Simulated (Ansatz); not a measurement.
System: AgHgF$_{3}$.

```
Ag Hg F
1.0
     3.52250    0.00000    0.00000
     0.00000   10.23369    0.00000
     0.00000    0.00000    7.99734
Ag Hg F
4 4 12
Direct
  0.00000 0.76461 0.25000
  0.50000 0.26461 0.25000
  0.00000 0.23539 0.75000
  0.50000 0.73539 0.75000
  0.00000 0.00000 0.50000
  0.50000 0.50000 0.50000
  0.00000 0.00000 0.00000
  0.50000 0.50000 0.00000
  0.00000 0.10257 0.25000
  0.50000 0.60257 0.25000
  0.00000 0.89743 0.75000
  0.50000 0.39743 0.75000
  0.00000 0.64133 0.55947
  0.50000 0.14133 0.55947
  0.00000 0.35867 0.44053
  0.50000 0.85867 0.44053
  0.00000 0.64133 0.94053
  0.50000 0.14133 0.94053
  0.00000 0.35867 0.05947
  0.50000 0.85867 0.05947
```

Space group Cmcm; a structure from a database of computed crystals, not necessarily the ambient phase; started from the NaFeF3-63 prototype, which need not be the ambient phase.

The calculation used DFT, r2SCAN+rVV10, plane waves, PAW (Ansatz).

Question: What will maps of the valence pseudo-density and electron localisation function show?

Answer: Hg–F (2.26 Å): the density is about 0.48 e/Å³ at the midpoint; the ELF is about 0.10 at the midpoint; no localised pair shows between them.

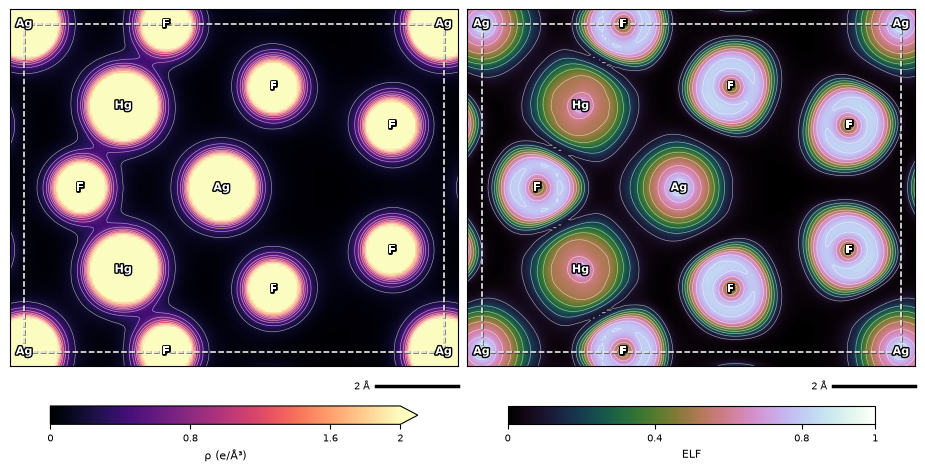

Computed valence pseudo-density and electron localisation function on the (100) plane of the conventional cell, in this order. 

In a PAW calculation such maps are meaningful between the atoms, not at the nuclei.
